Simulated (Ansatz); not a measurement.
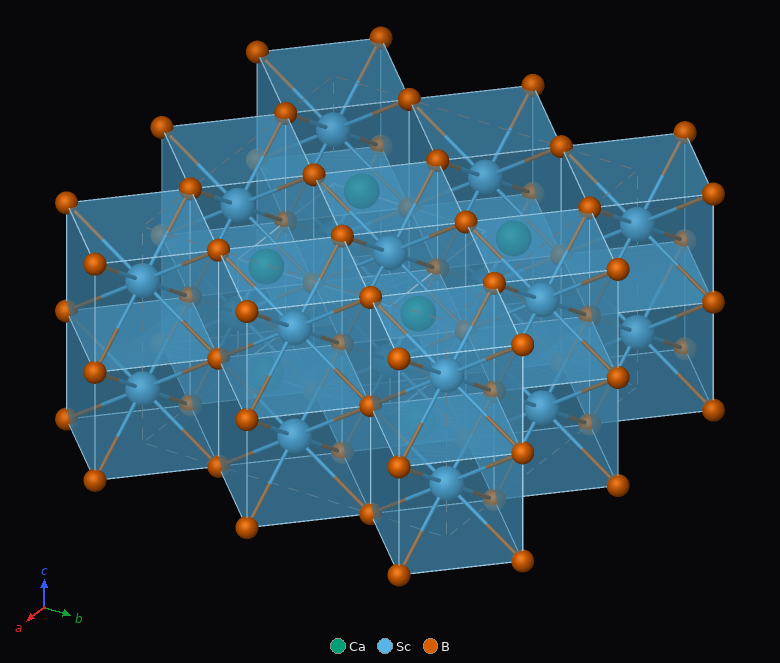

Polyhedra are drawn about Sc (bonds: B–Sc below 3 Å); other atoms are plain spheres.

System CaScB₂ (space group P4/mmm, No. 123); source of the atomic positions: the input geometry of an electronic-structure calculation (not necessarily at equilibrium); the starting structure was generated, so it need not be a known form of this composition.

Sharing among the drawn polyhedra:

```json
{"site": "Sc", "polyhedron": "ScB8 cube", "corner-sharing neighbours": "8", "edge-sharing": "4", "face-sharing": "2", "bond (Å)": "2.68"}
```

They form a three-dimensional framework of corner-, edge- and face-sharing cubes.
